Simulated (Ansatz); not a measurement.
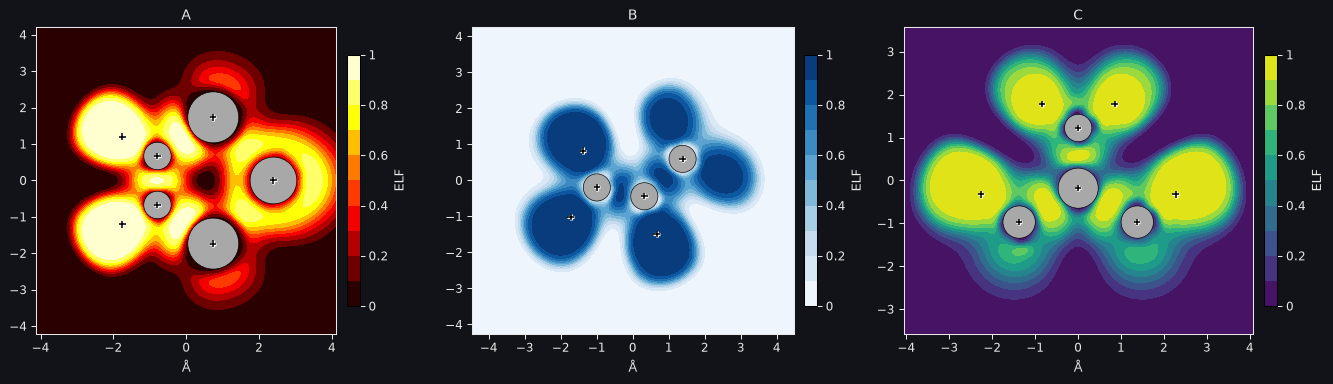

The electron localisation function of 3 systems, each on a plane through atoms (crosses mark nuclei in the plane; grey discs cover the cores).

Computed with isolated molecule in a Gaussian basis; Kohn-Sham density functional theory, functional PBE0 in Ansatz.

System 1: C$_{2}$H$_{6}$BrSi$_{2}$ (SMILES [CH+]1[CH-][SiH2][Br+][SiH2]1) (charge +1), the plane of atoms C2, Si5 and Br3. Geometry: B3LYP-D3(BJ)/def2-SVP.

```json
{"atom": "C", "x (Å)": "-2.0813", "y (Å)": "1.9302", "z (Å)": "-0.7249"}
{"atom": "C", "x (Å)": "-2.3515", "y (Å)": "1.0401", "z (Å)": "0.2463"}
{"atom": "Br", "x (Å)": "0.0709", "y (Å)": "-0.4287", "z (Å)": "-1.3568"}
{"atom": "Si", "x (Å)": "-0.7685", "y (Å)": "1.7108", "z (Å)": "-2.0301"}
{"atom": "Si", "x (Å)": "-1.4652", "y (Å)": "-0.5839", "z (Å)": "0.4740"}
{"atom": "H", "x (Å)": "0.4167", "y (Å)": "2.5875", "z (Å)": "-1.9280"}
{"atom": "H", "x (Å)": "-1.2425", "y (Å)": "1.4706", "z (Å)": "-3.4089"}
{"atom": "H", "x (Å)": "-2.6658", "y (Å)": "2.8610", "z (Å)": "-0.7700"}
{"atom": "H", "x (Å)": "-3.1497", "y (Å)": "1.2678", "z (Å)": "0.9683"}
{"atom": "H", "x (Å)": "-2.2372", "y (Å)": "-1.8058", "z (Å)": "0.1664"}
{"atom": "H", "x (Å)": "-0.5792", "y (Å)": "-0.6929", "z (Å)": "1.6517"}
```

System 2: C$_{3}$H$_{7}$GeO (SMILES [CH2][CH][CH2][GeH][OH]) (doublet), the plane of atoms H9, C3 and H10. Geometry: PBE0-D3(BJ)/def2-SVP.

```xyz
12

C    -0.7025    0.4144    1.4862
C    -0.2794   -0.9731    1.1667
C     0.9639   -1.4524    1.3078
Ge   -0.3703    1.5062   -0.1406
O     1.4012    1.7690   -0.0405
H    -1.7609    0.4881    1.7710
H    -0.0849    0.8788    2.2694
H    -1.0491   -1.6268    0.7379
H     1.7724   -0.8292    1.7020
H     1.2108   -2.4781    1.0235
H    -0.6661    0.6593   -1.4277
H     1.7997    1.9638   -0.8955
```

System 3: C$_{2}$H$_{8}$BN (SMILES CB(C)N), the plane of atoms H11, N4 and H12. Geometry: B3LYP-D3(BJ)/def2-SVP.

```yaml
atoms:
  - { symbol: C, position_ang: [1.8146, -0.3090, -1.1942] }
  - { symbol: C, position_ang: [-0.8614, -0.6961, -1.7041] }
  - { symbol: B, position_ang: [0.3404, 0.2636, -1.3157] }
  - { symbol: N, position_ang: [0.0985, 1.6238, -1.0788] }
  - { symbol: H, position_ang: [1.8541, -1.1137, -0.4385] }
  - { symbol: H, position_ang: [2.5741, 0.4434, -0.9238] }
  - { symbol: H, position_ang: [2.1270, -0.7761, -2.1452] }
  - { symbol: H, position_ang: [-0.9435, -1.5249, -0.9785] }
  - { symbol: H, position_ang: [-1.8434, -0.1970, -1.7570] }
  - { symbol: H, position_ang: [-0.6730, -1.1727, -2.6826] }
  - { symbol: H, position_ang: [-0.8219, 2.0433, -1.1416] }
  - { symbol: H, position_ang: [0.8272, 2.2820, -0.8282] }
```

Question: Match each panel to its system.

Answer: Panel A is system 1, C$_{2}$H$_{6}$BrSi$_{2}$: the plane holds C, Br, Si and H. C–C (1.34 Å): the ELF peaks at about 0.90 between the atoms (a short, multiple covalent bond). Panel B is system 2, C$_{3}$H$_{7}$GeO: the plane holds C and H. C–C (1.34 Å): the ELF peaks at about 0.95 between the atoms (a short, multiple covalent bond). Panel C is system 3, C$_{2}$H$_{8}$BN: the plane holds C, B, N and H. B–N (1.40 Å): the ELF peaks at about 0.90 between the atoms; a polar covalent bond.
